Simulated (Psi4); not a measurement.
**C2HF2 (SMILES F/[C]=C\F): UOMP2/def2-SVPD**

What is the vertical electron affinity of C2HF2 at UOMP2/def2-SVPD? 

The results are computed with Psi4 1.11.

1 further run of the same task is left out (set aside as unsound or not needed).

### 1 The molecule

C2HF2 has 5 atoms, charge 0, and is taken as a doublet. SMILES: `F/[C]=C\F`. The shape is that of a PBE0-D4/def2-TZVP optimisation.

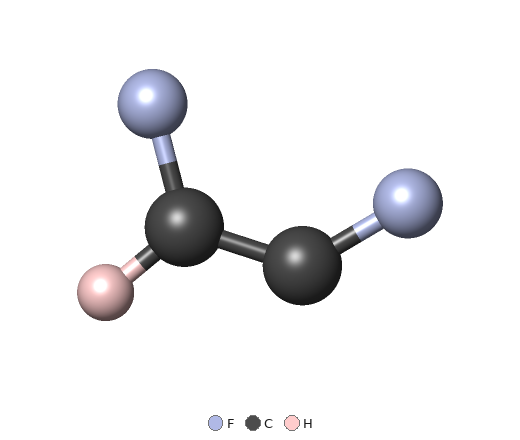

Viewed from a chosen angle; fluorine light blue, carbon dark grey, hydrogen pink.

### 2 A single-point energy at UOMP2/def2-SVPD

c2hf2.inp reads:

```
memory 1600 mb

molecule molecule1 {
  0 2
  F
  C 1 r2
  C 2 r3 1 a3
  F 3 r4 2 a4 1 d4
  H 3 r5 2 a5 1 d5

  r2 = 1.294666
  r3 = 1.312865
  a3 = 131.66123
  r4 = 1.341421
  a4 = 122.47467
  d4 = 0.00097
  r5 = 1.080037
  a5 = 122.5245
  d5 = -179.99872
  symmetry c1
}

set globals {
  reference       uhf
  puream          true
  e_convergence   1e-09
  d_convergence   1e-08
  scf_type        pk
  num_frozen_docc 4
  maxiter         200
}

energy_value = energy('omp2/def2-SVPD')
print_variables()
```

The run is started by

```
$ psi4 -n 1 c2hf2.inp c2hf2.out
```

c2hf2.out, shortened:

```text
[...]
  Running in c1 symmetry.
[...]
  Nuclear repulsion =  105.172292426010031
[...]
  Multiplicity = 2
[...]
  Nalpha       = 16
  Nbeta        = 15
[...]
    Number of basis functions: 94
[...]
   @UHF iter   1:  -274.80176345390328   -5.98312e-01   3.49362e-03 ADIIS/DIIS
[...]
   @UHF iter  18:  -274.87330802149035   -6.25278e-12   5.46549e-09 DIIS
[...]
   @S^2 Observed:                9.498738444E-01
[...]
    Orbital Energies [Eh]
    ---------------------
    Alpha Occupied:
       1A    -26.362978     2A    -26.328271     3A    -11.377417
       4A    -11.340943     5A     -1.673933     6A     -1.621241
       7A     -1.076451     8A     -0.874720     9A     -0.799999
      10A     -0.778433    11A     -0.763470    12A     -0.729024
      13A     -0.696888    14A     -0.612489    15A     -0.498199
      16A     -0.426134
    Alpha Virtual:
      17A      0.093216    18A      0.127522    19A      0.156402
      20A      0.167374    21A      0.198104    22A      0.203266
      23A      0.209248    24A      0.233760    25A      0.242631
[...]
  @UHF Final Energy:  -274.87330802149035
   => Energetics <=
    Nuclear Repulsion Energy =            105.1722924260100314
    One-Electron Energy =                -588.9028937711607341
    Two-Electron Energy =                 208.8572933236603433
    Total Energy =                       -274.8733080214904021
  UHF NO Occupations:
  HONO-2 :   14  A 1.9979735
  HONO-1 :   15  A 1.8993420
[...]
 Multipole Moments:
 ------------------------------------------------------------------------------------
     Multipole            Electronic (a.u.)      Nuclear  (a.u.)        Total (a.u.)
 ------------------------------------------------------------------------------------
 L = 1.  Multiply by 2.5417464519 to convert [e a0] to [Debye]
 Dipole X            :          0.0000203           -0.0000320           -0.0000117
 Dipole Y            :         -0.1481161            0.5440895            0.3959734
 Dipole Z            :         -1.9280797            2.5232435            0.5951639
 Magnitude           :                                                    0.7148531
[...]
	Warning: cc_lambda option is changed to TRUE
	For this residual convergence, default PCG convergence is:     1.00e-07
[...]
	DF-SCS-MP2 Total Energy (a.u.)     :  -275.45929647468512
	DF-SOS-MP2 Total Energy (a.u.)     :  -275.44777814712597
[...]
	DF-SCS-OMP2 Total Energy (a.u.)    :  -275.47870548066527
	DF-SOS-OMP2 Total Energy (a.u.)    :  -275.41968223017392
	DF-SCS(N)-OMP2 Total Energy (a.u.) :  -275.16711164580363
[...]
	DF-OMP2 Total Energy (a.u.)        :  -275.50271642457847
[...]
```

Run time: 39 s. Hardware: 1 thread of Intel Xeon Platinum 8488C (Sapphire Rapids), shared host; peak memory 0.33 GiB.

### 3 The singlet anion

run.py reads:

```python
import psi4

psi4.set_memory('1600 MB')
psi4.set_num_threads(1)
psi4.core.set_output_file('psi4.out', False)

mol = psi4.geometry("""
-1 1
F     -1.049400     0.476000    -1.486200
C     -0.104000    -0.180300    -0.893200
C      0.314100    -0.175100     0.351300
F     -0.242000     0.599600     1.294700
H      1.131100    -0.793900     0.692000
symmetry c1
no_reorient
no_com
""")

psi4.set_options({
    'basis': 'def2-SVPD',
    'puream': True,
    'e_convergence': 1e-09,
    'd_convergence': 1e-08,
    'scf_type': 'pk',
    'num_frozen_docc': 4,
})

result, w = psi4.energy("omp2", molecule=mol, return_wfn=True)
print('E =', round(result, 9))
```

The run is started by

```
$ python run.py
```

psi4.out, shortened:

```text
[...]
  Running in c1 symmetry.
[...]
  Nuclear repulsion =  105.172287960064480
[...]
  Multiplicity = 1
[...]
  Nalpha       = 16
  Nbeta        = 16
[...]
    Number of basis functions: 94
[...]
   @RHF iter   1:  -274.77747565590261   -5.74024e-01   4.02239e-03 DIIS/ADIIS
[...]
   @RHF iter  13:  -274.86627427947059   -3.97904e-12   5.89034e-09 DIIS
[...]
    Orbital Energies [Eh]
    ---------------------
    Doubly Occupied:
       1A    -26.089799     2A    -26.082412     3A    -11.056783
       4A    -11.023215     5A     -1.399052     6A     -1.381196
       7A     -0.771638     8A     -0.609177     9A     -0.530996
      10A     -0.508721    11A     -0.488125    12A     -0.468853
      13A     -0.468239    14A     -0.355989    15A     -0.120498
      16A     -0.075299
[...]
  @RHF Final Energy:  -274.86627427947059
   => Energetics <=
    Nuclear Repulsion Energy =            105.1722879600644802
    One-Electron Energy =                -597.2171393275518767
    Two-Electron Energy =                 217.1785770880168229
    Total Energy =                       -274.8662742794705878
[...]
 Multipole Moments:
 ------------------------------------------------------------------------------------
     Multipole            Electronic (a.u.)      Nuclear  (a.u.)        Total (a.u.)
 ------------------------------------------------------------------------------------
 L = 1.  Multiply by 2.5417464519 to convert [e a0] to [Debye]
 Dipole X            :         17.6512394          -17.4438729            0.2073665
 Dipole Y            :        -12.5666221           12.7633992            0.1967771
 Dipole Z            :          9.3346451           -8.0935080            1.2411370
 Magnitude           :                                                    1.2736339
[...]
	Warning: cc_lambda option is changed to TRUE
	For this residual convergence, default PCG convergence is:     1.00e-07
[...]
	DF-MP2 Total Energy (a.u.)         :  -275.52498414940607
[...]
	DF-MP2 Total Energy (a.u.)         :  -275.53807287367499
[...]
	DF-OMP2 Total Energy (a.u.)        :  -275.53807287367687
[...]
```

Standard output:

```text
Memory set to   1.490 GiB by Python driver.
  Threads set to 1 by Python driver.
E = -275.538072874
```

Run time: 16 s. Hardware: 1 thread of Intel Xeon Platinum 8488C (Sapphire Rapids), shared host; peak memory 0.33 GiB.

### 4 Outcome

Level: UOMP2/def2-SVPD, 4 core orbitals frozen.

| quantity | value |
| --- | --- |
| doublet C2HF2: total energy | -275.50272 Eh |
| doublet C2HF2: HOMO energy (Hartree–Fock orbitals) (highest over α and β) | -11.18 eV |
| doublet C2HF2: LUMO energy (Hartree–Fock orbitals) (lowest over α and β) | 1.46 eV |
| doublet C2HF2: correlation energy (4 core orbitals frozen) | -629.4 mEh |
| doublet C2HF2: ⟨S²⟩ of the reference determinant | 0.950 |
| singlet anion: total energy | -275.53807 Eh |
| singlet anion: HOMO energy (Hartree–Fock orbitals) | -2.05 eV |
| singlet anion: LUMO energy (Hartree–Fock orbitals) | 7.08 eV |
| singlet anion: HOMO–LUMO gap (to an unbound level, set by the basis) | 9.13 eV |
| singlet anion: correlation energy (4 core orbitals frozen) | -671.8 mEh |
| vertical electron affinity (to the singlet anion) | 0.962 eV |

In words: At fixed nuclei the extra electron is bound by 0.96 eV (22.2 kcal/mol). ⟨S²⟩ (doublet C2HF2) is 0.95 where a pure doublet has 0.75: the reference is spin-contaminated.
